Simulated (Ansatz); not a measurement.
What N vacancy, symmetric start does to VN

Base system: a 16-atom supercell of VN in the rock salt structure (space group Fm-3m, No. 225; a = 4.117 Å) at its relaxed geometry.

Perturbation: a neutral N vacancy, symmetric start, atoms relaxed at fixed cell.

Computed with plane-wave PAW DFT at the PBE level (Ansatz, an electronic-structure program, 420 eV), no spin-orbit coupling. k-mesh 7×7×7 (Γ-centred); smearing 0.05 eV (Fermi–Dirac).

```json
{
  "energy_gained_by_relaxation": "0.03 eV",
  "largest_displacement_of_a_host_atom_from_its_site_in_the_perfect_cell": "0.05 Å",
  "mean_distance_from_the_defect_site_to_its_nearest_host_atoms": "3.80 bohr (base 3.89 bohr)"
}
```

Final structure:

```
CELL_PARAMETERS angstrom
      0.00000     4.11681     4.11681
      4.11681     0.00000     4.11681
      4.11681     4.11681     0.00000
ATOMIC_POSITIONS crystal
  N  0.00000 0.00000 0.50000
  N  0.00000 0.50000 0.00000
  N  0.00000 0.50000 0.50000
  N  0.50000 0.00000 0.00000
  N  0.50000 0.00000 0.50000
  N  0.50000 0.50000 0.00000
  N  0.50000 0.50000 0.50000
  V  0.25000 0.25000 0.25000
  V  0.24429 0.24429 0.75571
  V  0.24429 0.75571 0.24429
  V  0.24429 0.75571 0.75571
  V  0.75571 0.24429 0.24429
  V  0.75571 0.24429 0.75571
  V  0.75571 0.75571 0.24429
  V  0.75000 0.75000 0.75000
```

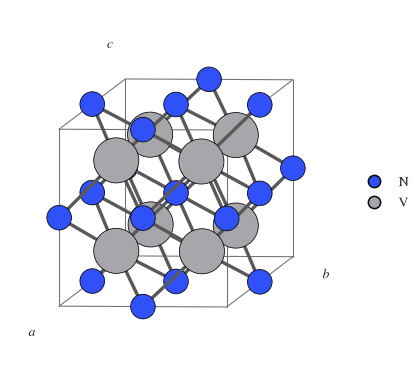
Figure. The relaxed cell after the change

Cost of the whole job for the changed cell (relaxation, final SCF and bands): roughly 5 core-minutes.

The magnetic state is the one reached from the starting moments; the real material's order can differ, and small cells can't hold many antiferromagnetic ones. The cell is small, so the values are those of an ordered compound at a high defect concentration; dilute-limit values will differ. The defect started on the symmetric site and kept its symmetry, so it may sit on a saddle. Starting moments died away, wholly or in part, for N vacancy and the base; another magnetic solution may exist. Spin-polarised in the final run: N vacancy; the other runs are not. The defect cell is spin-polarised and ends with 0.0 μB.
